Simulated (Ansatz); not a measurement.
Phonon calculation, with input and output: CH$_{3}$Cl$_{2}$FHf

- system: CH$_{3}$Cl$_{2}$FHf
- method: RKS PBE/def2-SVP (Ansatz 0.2.0)

It belongs to a series of runs on one base structure; here: vibrations at the highest image of the band. Figures and captions count atoms from 1; the log counts them from 0 in places.

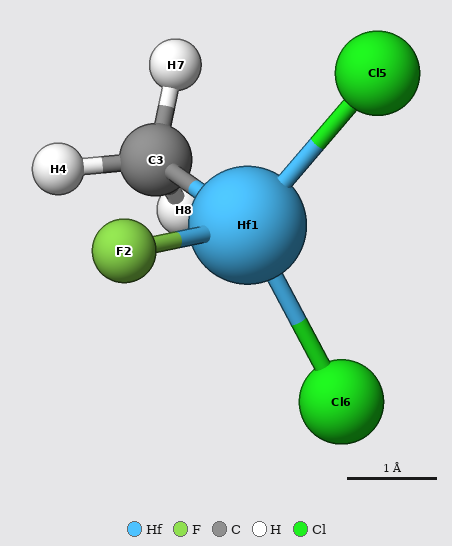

Figure 1. The structure (ball-and-stick view, seen at a tilt; atoms are numbered from 1 in the order of the input). Sticks mark near contacts.

Input file
```yaml
crystal:
  periodic: [false, false, false]
  atoms:
    - { symbol: Hf, position_ang: [0.327573, 0.113069, -0.969305] }
    - { symbol: F, position_ang: [1.740547, 1.396018, -0.920784] }
    - { symbol: C, position_ang: [-0.308341, -0.066797, 1.126421] }
    - { symbol: H, position_ang: [0.39846, 0.456981, 1.807395] }
    - { symbol: Cl, position_ang: [-1.554406, 0.891292, -2.158394] }
    - { symbol: Cl, position_ang: [1.069158, -2.032273, -1.606941] }
    - { symbol: H, position_ang: [-1.31781, 0.374683, 1.280858] }
    - { symbol: H, position_ang: [-0.355183, -1.132974, 1.440752] }
basis:
  gaussian: { orbitals: def2-SVP }
hamiltonian:
  xc: pbe
phonons: {}
```

Launch command:
```bash
ansatz run input.yaml --threads 2 --pin off --max-ram 3072MiB --backend cpu --events-out ev --progress --plain --runs-dir out
```

What the program printed
```
Engine: ansatz 0.2.0, x86_64-unknown-linux-gnu
Functional definition: PBE
  parameter kappa = 0.804
  parameter beta = 0.06672455060314922
  exchange = pbe_x(kappa = kappa, mu = beta*pi^2/3)
  correlation = pbe_c(beta = beta)
1184 factors; their error is unknown
mean field evaluation 1: about -30127.1605 eV, gradient 6.6e1 eV
mean field evaluation 2: about -30068.3528 eV, gradient 1.7e2 eV
mean field evaluation 4: about -30136.4392 eV, gradient 2.0e1 eV
mean field evaluation 8: about -30137.2521 eV, gradient 1.2e-1 eV
mean field evaluation 16: about -30137.1570 eV, gradient 1.3e-3 eV
mean field -30137.15702581 eV, -1107.5200929996 hartree, gradient 5.4e-5 eV, S^2 0.000000; 0 other end points of the search recorded, 0 dependent functions left out
the calculation of the forces begins
reference -30137.15710088 eV, -1107.5200957584 hartree; 32, 32 occupied and 79, 79 virtual orbitals, 1184 factors
these checks for a lower state are left out or cut short: stability, starts, cluster_reference, orbital_swaps, neighbouring_geometries, increment
1184 factors; their error is unknown
mean field -30137.15694060 eV, -1107.5200898684 hartree, gradient 1.6e-6 eV, S^2 0.000000; 0 other end points of the search recorded, 0 dependent functions left out
[... from here on the field's lines of each further geometry are left out, up to the last ...]
the calculation of the forces begins
reference -30137.15707014 eV, -1107.5200946288 hartree; 32, 32 occupied and 79, 79 virtual orbitals, 1184 factors
these checks for a lower state are left out or cut short: stability, starts, cluster_reference, orbital_swaps, neighbouring_geometries, increment
1184 factors; their error is unknown
mean field evaluation 352: about -30137.1569 eV, gradient 3.3e-1 eV
mean field -30137.15702700 eV, -1107.5200930435 hartree, gradient 1.7e-6 eV, S^2 0.000000; 0 other end points of the search recorded, 0 dependent functions left out
the calculation of the forces begins
reference -30137.15710207 eV, -1107.5200958024 hartree; 32, 32 occupied and 79, 79 virtual orbitals, 1184 factors
WARN: phonons: modes at or below zero, which the zero-point energy, F, S and C_V leave out: 1, the lowest at -118.92 cm⁻¹. A minimum has none, and a first-order saddle one
Total energy: -30137.15710088 eV, -1107.5200957584 hartree
Atom 0 at     0.327573     0.113069    -0.969305 Å, force     0.005763     0.020150    -0.004006 eV/Å
Atom 1 at     1.740547     1.396018    -0.920784 Å, force    -0.021310    -0.016581    -0.001679 eV/Å
Atom 2 at    -0.308341    -0.066797     1.126421 Å, force     0.005329     0.004728     0.008176 eV/Å
Atom 3 at     0.398460     0.456981     1.807395 Å, force    -0.004472    -0.016977    -0.001526 eV/Å
Atom 4 at    -1.554406     0.891292    -2.158394 Å, force     0.004708    -0.008285     0.003543 eV/Å
Atom 5 at     1.069158    -2.032273    -1.606941 Å, force     0.008536     0.001898     0.000537 eV/Å
Atom 6 at    -1.317810     0.374683     1.280858 Å, force     0.012134     0.007340     0.001326 eV/Å
Atom 7 at    -0.355183    -1.132974     1.440752 Å, force    -0.010688     0.007726    -0.006372 eV/Å
Dipole moment:    -0.067909    -0.011994     0.269377 e Å
Vibrations: -118.92 87.80 104.08 130.06 134.29 153.37 364.17 371.66 499.78 501.00 513.86 658.53 1128.51 1341.71 1343.22 2946.88 3048.60 3049.81 cm⁻¹, zero-point energy 1.015265 eV
```

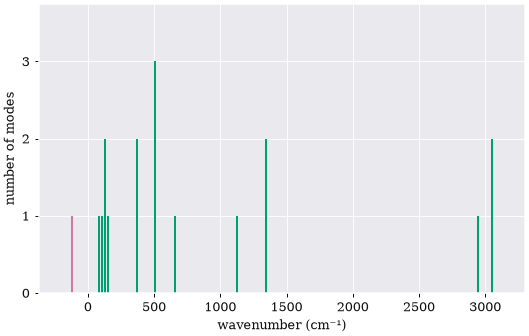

Figure 2. Harmonic vibrational wavenumbers from the force constants; neighbouring modes closer than 14 cm⁻¹ are counted in one stick, and imaginary ones are drawn at negative wavenumbers. 18 modes from 119i to 3050 cm⁻¹, 1 imaginary beyond 8i (119i cm⁻¹): a first-order saddle point, if the geometry is stationary.

Key numbers

```csv
quantity,value
outcome,converged
total energy,−30137.1571 eV
mean-field energy,−30137.1571 eV
largest force (length of the vector),0.027 eV/Å
hardware,"2 threads of Intel Xeon (Sapphire Rapids), 16 GiB of memory available, shared host"
wall time,56 s (CPU time 1.8 min)
peak memory,0.18 GiB
```
